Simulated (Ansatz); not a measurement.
# Calculations on AlH4O3F

**1. Relaxation**

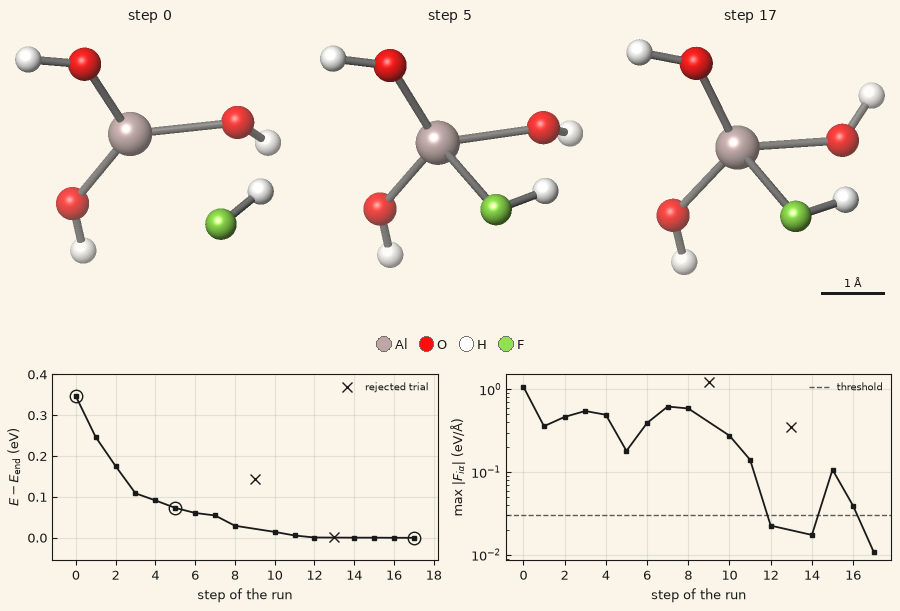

Frames of a relaxation of AlH4O3F, marked on the history of the run. A ball-and-stick model, seen from a free direction.

The run prepares an end point of a later path (reaction) calculation, from a guessed geometry.

All numbers below come from RHF/def2-SVP (Ansatz 0.2.0). Settings: no spin polarisation; force threshold 0.03 eV/Å; at most 50 steps.

Q: Describe the path.

A: The atom that moves furthest after the best rigid fit is an H atom (0.83 Å). By element the largest moves are H 0.83 Å, F 0.58 Å, O 0.32 Å, Al 0.31 Å. Some distances before and after: Al–F 2.883 → 2.045 Å, Al–H 2.804 → 2.183 Å, F–H 0.913 → 0.934 Å, Al–O 1.676 → 1.688 Å. New bonds form, among them: Al–F (2.88 → 2.04 Å). Bond angles that change, for instance: Al–O–H 136.2° → 131.5°, Al–O–H 125.2° → 129.4°. Groups turn about Al–O by about 105°. The energy falls by 0.347 eV in 15 accepted moves (17 points after the start). Largest force component: 1.1 eV/Å at the start, 0.011 eV/Å at the end. The line search rejected the trial steps at points 9, 13 of the run. The forces were under the threshold at step 12, but the run went on from there. The run took 36 s on 1 thread of Arm Neoverse V1, on a shared host, peak memory 0.17 GiB. From step 0 to 5: the F atom moves most (0.57 Å), energy −0.274 eV. From step 5 to 17: an H atom moves most (0.68 Å), energy −0.073 eV.

```csv
step,"E − E(0), eV","largest force component, eV/Å",note
0,0.0000,1.0775,
1,-0.1002,0.3595,
2,-0.1712,0.4659,
3,-0.2379,0.5489,
4,-0.2552,0.4946,
5,-0.2736,0.1809,
6,-0.2860,0.3932,
7,-0.2921,0.6215,
8,-0.3173,0.5896,
9,-0.2036,1.2303,rejected
10,-0.3324,0.2764,
11,-0.3411,0.1414,
12,-0.3461,0.0226,
13,-0.3447,0.3522,rejected
14,-0.3465,0.0174,
15,-0.3465,0.1073,
16,-0.3468,0.0392,
17,-0.3469,0.0109,
```

Limits of the set-up: the start holds two separate molecules, 2.2 Å apart at their closest, whose relative position is a soft coordinate and is computed without a dispersion correction; Hartree-Fock leaves out electron correlation.

**2. Relaxation**

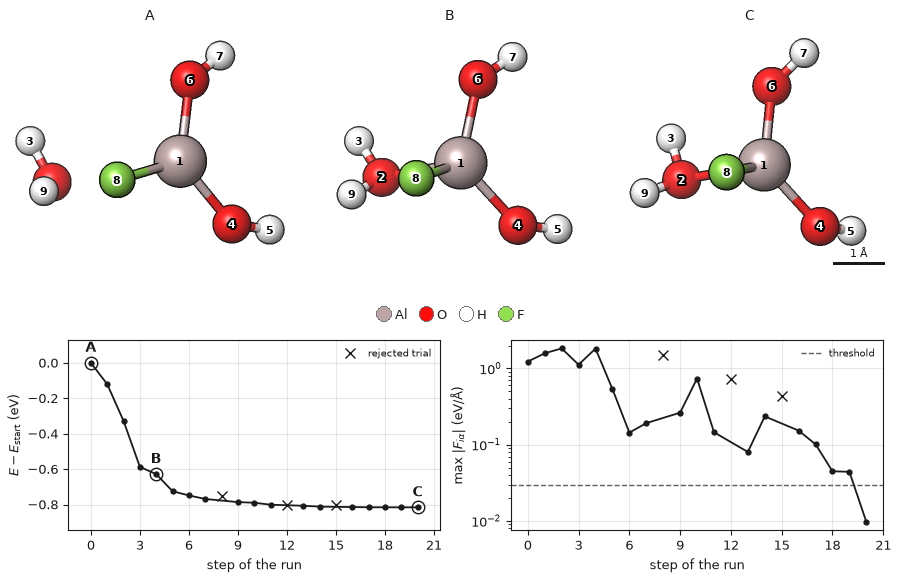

Frames of a relaxation of AlH4O3F, marked on the history of the run. A ball-and-stick model, seen face on.

The run prepares an end point of a later path (reaction) calculation, from a guessed geometry.

The calculation used RHF/def2-SVP in Ansatz. (no spin polarisation; force threshold 0.03 eV/Å; at most 50 steps)

### What happens along the run?

H3 moves most after the best rigid fit: 0.82 Å. Largest moves by element: H 0.82 Å, O 0.66 Å, F 0.41 Å, Al 0.35 Å. Among the contacts that change: Al1–O2 2.964 → 1.967 Å, Al1–O6 1.673 → 1.709 Å, O2–H9 0.973 → 0.951 Å, Al1–O4 1.670 → 1.692 Å. New bonds form, among them: Al1–O2 (2.96 → 1.97 Å). Bond angles that change, for instance: Al1–O4–H5 136.4° → 130.4°, O4–Al1–O6 127.4° → 122.3°, H3–O2–H9 104.9° → 108.8°. Groups turn about Al1–O6 by about 85°. After 17 accepted moves (20 points after the start) the energy has fallen by 0.816 eV. Largest force component: 1.2 eV/Å at the start, 0.0097 eV/Å at the end. The line search rejected the trial steps at points 8, 12, 15 of the run. From step 0 to 4: O2 moves most (0.66 Å), energy −0.628 eV. From step 4 to 20: O6 moves most (0.37 Å), energy −0.188 eV.

```csv
step,"E − E(0), eV","largest force component, eV/Å",note
0,0.0000,1.2315,
1,-0.1204,1.5822,
2,-0.3281,1.8320,
3,-0.5875,1.1212,
4,-0.6284,1.8217,
5,-0.7250,0.5375,
6,-0.7487,0.1441,
7,-0.7686,0.1918,
8,-0.7493,1.4881,rejected
9,-0.7864,0.2633,
10,-0.7900,0.7385,
11,-0.8011,0.1457,
12,-0.8002,0.7266,rejected
13,-0.8070,0.0803,
14,-0.8118,0.2353,
15,-0.8017,0.4349,rejected
16,-0.8143,0.1531,
17,-0.8155,0.1013,
18,-0.8158,0.0448,
19,-0.8159,0.0441,
20,-0.8160,0.0097,
```

Limits of the set-up: Hartree-Fock leaves out electron correlation.

**3. Path**

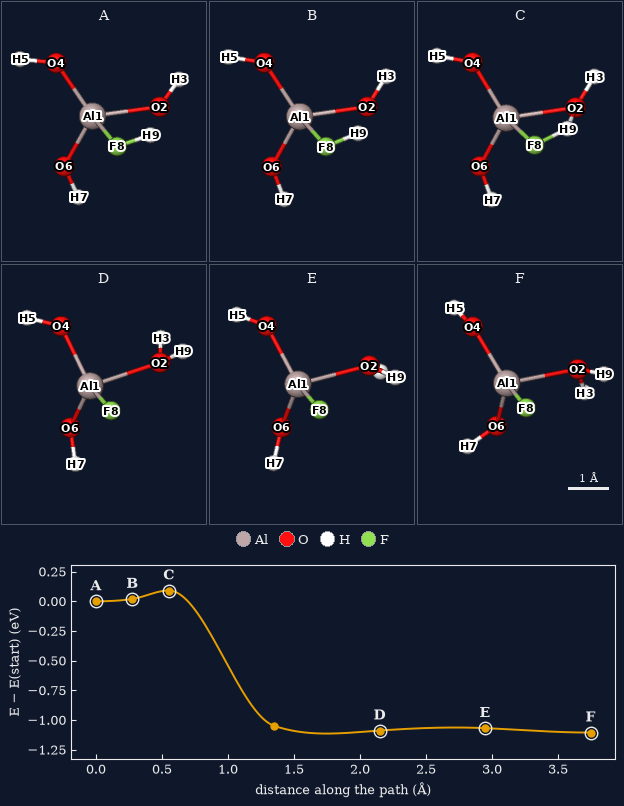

NEB run on AlH4O3F. Images are numbered from 0 (start) to 6 (end). Frames A to F are images 0, 1, 2, 4, 5, 6. The picture is a ball-and-stick view, seen at a tilt.

Method: RHF/def2-SVP (Ansatz). Settings: 5 movable images; climbing image; force threshold 0.03 eV/Å; iteration limit 60; starting path through a guess of the saddle point.

What happens along the path, and what is the barrier?

Answer. The path has more than one stage, and so few images may leave a stage unresolved. Breaking: F8–H9 (0.93 → 1.06 at the top → 2.61 Å). Forming: O2–H9 (1.75 → 1.31 at the top → 0.95 Å). The energy climbs by 0.09 eV to image 2 and then falls by 1.20 eV, so the end point sits at −1.11 eV. The band converged in 29 iterations. The largest component of the band force went from 19 to 0.02 eV/Å. The climbing image converged on the top of the path. Its vibrational analysis gives one imaginary mode (851i cm⁻¹), as a transition state must have.

Limits of the set-up: Hartree-Fock leaves out electron correlation.
